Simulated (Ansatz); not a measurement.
## Electronic structure of B7Ti (charge −1) in real space

Input file:

```
crystal:
  periodic: [false, false, false]
  atoms:
    - {symbol: Ti, position_ang: [1.318218, -0.600802, 1.433823]}
    - {symbol: B, position_ang: [-0.785452, 0.503533, -1.361603]}
    - {symbol: B, position_ang: [-0.710679, -1.037096, -1.057888]}
    - {symbol: B, position_ang: [0.005088, -1.611677, 0.241558]}
    - {symbol: B, position_ang: [0.781177, 0.027420, -0.486518]}
    - {symbol: B, position_ang: [0.406610, 1.183711, 1.043697]}
    - {symbol: B, position_ang: [-0.680088, -0.044124, 0.494159]}
    - {symbol: B, position_ang: [-0.334873, 1.579035, -0.307228]}
basis:
  gaussian: {orbitals: def2-TZVPD, initial_orbitals: start.molden}
total_charge: -1
hamiltonian: {xc: pbe0, dispersion: d4}
scf: {omitted_lower_state_checks: [starts]}
output: {orbitals: {seedname: orbitals}}
```

Launched as:

```sh
ansatz run in.yaml --threads 4 --pin off --events-out ev --progress --plain --max-ram 4787MiB
```

Geometry: PBE-D4/def2-SVPD.

The calculation used RKS PBE0-D4/def2-TZVPD (Ansatz 0.2.0).

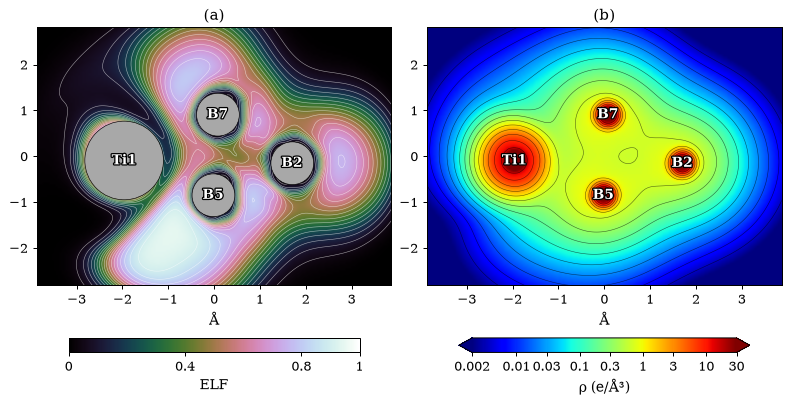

Figure 1. (a) electron localisation function; (b) electron density on the plane of atoms B5, Ti1 and B7. Grey discs cover the atomic cores in the ELF map.

> What does the map show?

- The plane passes through Ti and B nuclei.
- Ti–B (2.09 Å): ρ at the midpoint is about 0.62 e/Å³; the ELF peaks at about 0.70 in the valence shell of B, 0.7 Å from its nucleus, and is about 0.30 at the midpoint.
- Ti–B (2.28 Å): the density is about 0.47 e/Å³ at the midpoint; the ELF peaks at about 0.65 in the valence shell of B, 0.8 Å from its nucleus, and is about 0.25 at the midpoint.

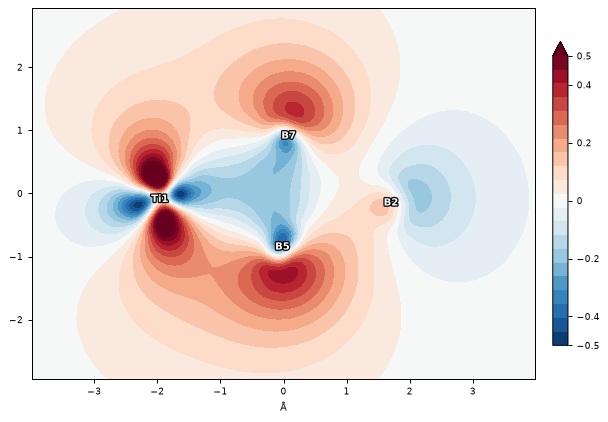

Figure 2. The HOMO on the plane of atoms B5, Ti1 and B7 (values in Å⁻³ᐟ²; the overall sign is arbitrary).

> What is the character of this orbital?

Its weight (Hirshfeld) is mainly on Ti1 (about 30 %), B5 (about 25 %), B7 (about 20 %) and B2 (about 5 %). Its energy is −1.03 eV.
